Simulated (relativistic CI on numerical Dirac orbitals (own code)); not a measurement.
```
atom Er  Z=68  charge=3  electrons=65
nucleus A=166  rms_radius_fm=5.2516
hamiltonian dirac-coulomb  breit=on  qed=on  c_scale=1
orbitals kli  potential=per-configuration
slater_scale 0.8
correlation none
mixing on
configurations
  [Xe] 4f11
  [Kr] 4d9 4f12 5s2 5p6
end
absorption N4,5 T=300 lorentz=0.3 gauss=0.2
crystal_field C2v B20=-520 B22=-300 B40=680 B42=130 B44=230 B60=-480 B62=-50 B64=10 B66=-150
```

Multiplet model: relativistic Dirac–Coulomb–Breit theory, one configuration a step, Slater integrals scaled by 0.8, 300 K, Voigt broadening (Lorentzian 0.3 eV, Gaussian 0.2 eV full widths), computed with a radial Dirac CI code. Dichroism is for the ground state at zero temperature, magnetised by a magnetic field of 10 T along z.

The N₄,₅ X-ray absorption spectrum that results, with the strongest transitions as sticks:

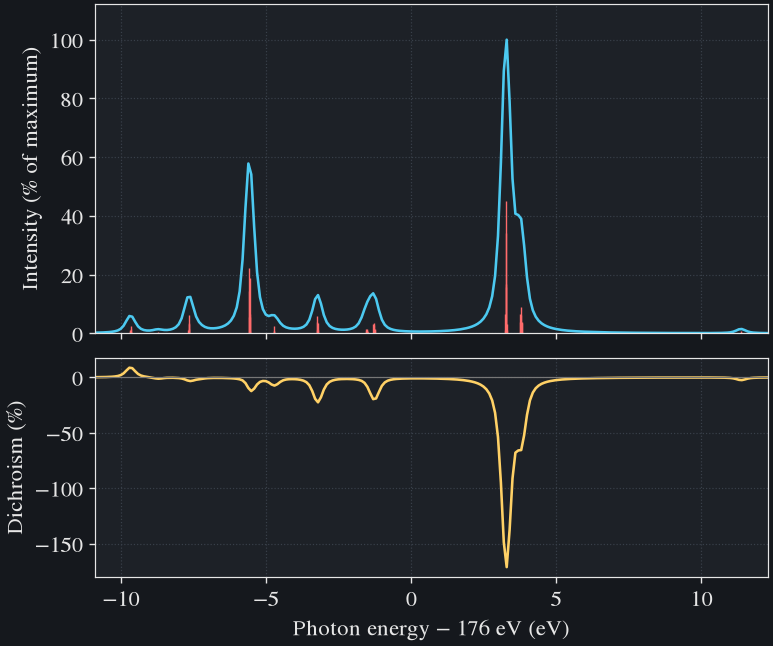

The main maxima lie at 168.4 eV (12), 170.4 eV (58), 172.8 eV (13), 174.7 eV (14) and 179.3 eV (100), heights in % of the largest; the centroid is at 175.5 eV. The ground state has S = 1.48. The circular dichroism (Δm = −1 less Δm = +1) is largest at 179.3 eV, −171 % of the isotropic maximum. The magnetised ground state has ⟨Lz⟩ = −3.41 and ⟨Sz⟩ = −0.84.

Limits of the model: free-ion energies, so absolute edge positions are off by a few eV from solids; core and valence shell share one n, so the strongest features autoionise and are far broader and can lie several eV off in experiment.
